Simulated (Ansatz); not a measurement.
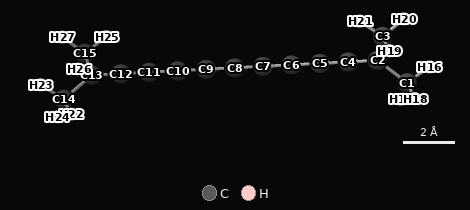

The structure (ball-and-stick view, seen at a tilt; atoms are numbered from 1 in the order of the input). Bond lengths as drawn: C–C 1.28 to 1.50 Å and C–H 1.10 Å.

## What a change does: single-point calculation on C₁₅H₁₂

System: C₁₅H₁₂.
Method of run A: RHF/def2-TZVP (Ansatz 0.2.0).

The geometry comes from this level: PBE0-D4/def2-SVP. Text and figures count atoms from 1; the logs count them from 0 in places.

**The input, run A**
```yaml
crystal:
  periodic: [false, false, false]
  atoms:
    - {symbol: C, position_ang: [-0.226978, -5.526195, -4.854678]}
    - {symbol: C, position_ang: [0.821669, -5.120196, -3.861311]}
    - {symbol: C, position_ang: [2.068892, -5.952088, -3.800647]}
    - {symbol: C, position_ang: [0.652878, -4.067740, -3.068206]}
    - {symbol: C, position_ang: [0.491329, -3.056525, -2.305553]}
    - {symbol: C, position_ang: [0.327317, -2.033594, -1.534321]}
    - {symbol: C, position_ang: [0.164116, -1.018199, -0.768451]}
    - {symbol: C, position_ang: [0.000646, 0.000589, -0.000641]}
    - {symbol: C, position_ang: [-0.162371, 1.018866, 0.767945]}
    - {symbol: C, position_ang: [-0.325581, 2.034384, 1.533649]}
    - {symbol: C, position_ang: [-0.490281, 3.057075, 2.305053]}
    - {symbol: C, position_ang: [-0.652529, 4.068487, 3.067297]}
    - {symbol: C, position_ang: [-0.821874, 5.120292, 3.861145]}
    - {symbol: C, position_ang: [-1.466106, 4.985720, 5.209526]}
    - {symbol: C, position_ang: [-0.376982, 6.491913, 3.446407]}
    - {symbol: H, position_ang: [0.190827, -5.518992, -5.876114]}
    - {symbol: H, position_ang: [-1.100166, -4.862465, -4.827471]}
    - {symbol: H, position_ang: [-0.561777, -6.558867, -4.655974]}
    - {symbol: H, position_ang: [1.818183, -7.000016, -3.561985]}
    - {symbol: H, position_ang: [2.569783, -5.961624, -4.784002]}
    - {symbol: H, position_ang: [2.776750, -5.580257, -3.049377]}
    - {symbol: H, position_ang: [-1.759521, 3.950765, 5.425190]}
    - {symbol: H, position_ang: [-0.775671, 5.329200, 5.999017]}
    - {symbol: H, position_ang: [-2.362136, 5.627119, 5.270418]}
    - {symbol: H, position_ang: [0.081271, 6.493277, 2.449544]}
    - {symbol: H, position_ang: [-1.234291, 7.186861, 3.442284]}
    - {symbol: H, position_ang: [0.352622, 6.892231, 4.171254]}
basis:
  gaussian: {orbitals: def2-TZVP, initial_orbitals: start.molden}
hamiltonian: {xc: hf}
scf: {omitted_lower_state_checks: [starts]}
output: {orbitals: {seedname: orbitals}}
```

Launched with:
```bash
ansatz run in.yaml --threads 4 --pin off --events-out ev --progress --plain --max-ram 9574MiB
```

Hardware: 4 threads of Intel Xeon, 180 GiB of memory available, shared host.

**Output (run A)**
```
Functional definition: HF
  exchange = exact_x
  correlation = 0
these checks for a lower state are left out or cut short: starts
4023 factors; their error is unknown
mean field evaluation 1: about -15640.5283 eV, gradient 4.1e1 eV
mean field evaluation 2: about -15642.7469 eV, gradient 2.4e0 eV
mean field evaluation 4: about -15643.1278 eV, gradient 1.3e0 eV
mean field evaluation 8: about -15643.1302 eV, gradient 2.3e-5 eV
mean field -15643.13019705 eV, -574.8744314471 hartree, gradient 3.2e-5 eV, S^2 0.000000; 0 other end points of the search recorded, 0 dependent functions left out
reference -15643.13019705 eV, -574.8744314471 hartree; 51, 51 occupied and 486, 486 virtual orbitals, 4023 factors
Total energy: -15643.13019705 eV, -574.8744314471 hartree
Checks for a lower state left out: starts
```

For run B the input was changed thus:
```diff
+total_charge: 1
+magnetization: {spin_polarized: true, initial_magnetization: 1}
```

Predict how the results change.

The total energies belong to different systems, so their difference says nothing on which is more stable or more accurate. The HOMO goes from −7.29 to −11.91 eV. The LUMO goes from 0.48 to −5.07 eV.

**Output (run B)**
```
Functional definition: HF
  exchange = exact_x
  correlation = 0
these checks for a lower state are left out or cut short: starts
4023 factors; their error is unknown
the host lacks memory for fits, so the integrals are decomposed
3570 factors; integrals over basis functions are off by at most 1.2e-3 eV
mean field evaluation 1: about -15634.8951 eV, gradient 2.9e1 eV
mean field evaluation 2: about -15637.3575 eV, gradient 2.5e0 eV
mean field evaluation 4: about -15638.1304 eV, gradient 1.1e0 eV
mean field evaluation 8: about -15637.3832 eV, gradient 7.7e0 eV
mean field evaluation 16: about -15638.6573 eV, gradient 7.4e-1 eV
mean field -15638.73198347 eV, -574.7128000794 hartree, gradient 2.3e-5 eV, S^2 3.028969; 0 other end points of the search recorded, 0 dependent functions left out
reference -15638.73198347 eV, -574.7128000794 hartree; 51, 50 occupied and 486, 487 virtual orbitals, 3570 factors
Total energy: -15638.73198347 eV, -574.7128000794 hartree
Checks for a lower state left out: starts
```

**The two runs side by side**

```csv
quantity,run A,run B
outcome,converged,converged
total energy (hartree),−574.874431,−574.712800
HOMO (eV),−7.29,−11.91
LUMO (eV),0.48,−5.07
basis functions,537,537
⟨S²⟩,–,3.029
wall time (shared host),2.6 min,3.4 min
```

For run B: ⟨S²⟩ is 3.03 against 0.75 for a pure state: the solution is spin-contaminated.
